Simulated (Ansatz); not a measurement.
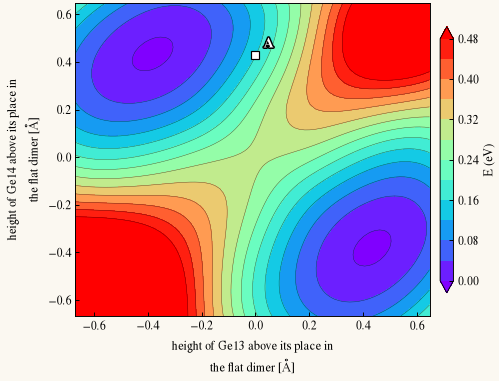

A Ge(100) slab cut from the Fd-3m phase, its lower face capped with 4 H atoms (18 atoms in the cell). 
- Two atoms of the surface dimers are held at set heights.
- Coordinates scanned: (1) height of Ge13 above its place in the flat dimer; (2) height of Ge14 above its place in the flat dimer.
- Relaxed at each point: all atoms of the upper layers, but for the two heights.
- The scan uses a 7 × 7 grid; 28 points were computed and 21 follow by symmetry.
- Points are written as (first, second).
- All energies are given in eV relative to the lowest grid point.
- Computed with DFT LDA, scalar-relativistic, plane waves, PAW in Ansatz. Settings: cutoff 420 eV, k-mesh 6×3×1, gaussian smearing 0.05 eV, no spin polarisation.

The picture shows filled contours, one colour for all values above the top of the scale, the point A. Between grid points the surface is interpolated.

### Is A at rest? If not, where is it pushed?

A, at (0.000 Å, 0.431 Å), is not a stationary point. The computed force is 0.83 eV for each Å towards smaller values of the first coordinate and 0.28 eV for each Å towards larger values of the second coordinate.
